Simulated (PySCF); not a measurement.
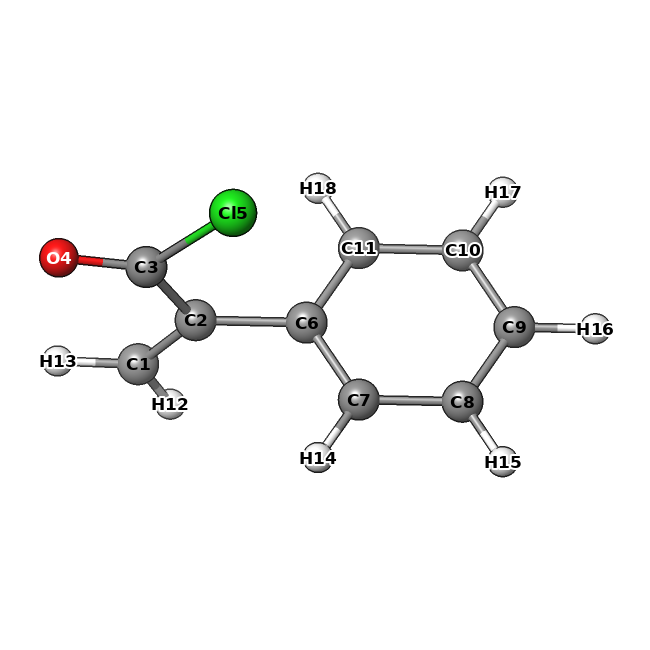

The geometry was computed by an optimisation with GFN2-xTB. No frequency run is at hand to confirm it as a minimum. Electric field gradients from the ground-state density, PBE0/pcSseg-1 (PySCF 2.14.0), non-relativistic apart from any core potentials.

Give the largest field-gradient component, the quadrupole coupling constant and the asymmetry for 17O at O4 (Q = −25.6 mb), 35Cl at Cl5 (Q = −81.7 mb), 2H at H12 (Q = 2.86 mb), 2H at H13 (Q = 2.86 mb), 2H at H14 (Q = 2.86 mb), 2H at H15 (Q = 2.86 mb).

```json
{"atom": "O4", "V_zz (a.u.)": "−1.553", "e²qQ/h (MHz)": "9.34", "η": "0.38"}
{"atom": "Cl5", "V_zz (a.u.)": "3.268", "e²qQ/h (MHz)": "−62.7", "η": "0.37"}
{"atom": "H12", "V_zz (a.u.)": "0.331", "e²qQ/h (MHz)": "0.222", "η": "0.02"}
{"atom": "H13", "V_zz (a.u.)": "0.326", "e²qQ/h (MHz)": "0.219", "η": "0.01"}
{"atom": "H14", "V_zz (a.u.)": "0.324", "e²qQ/h (MHz)": "0.218", "η": "0.07"}
{"atom": "H15", "V_zz (a.u.)": "0.327", "e²qQ/h (MHz)": "0.220", "η": "0.06"}
```
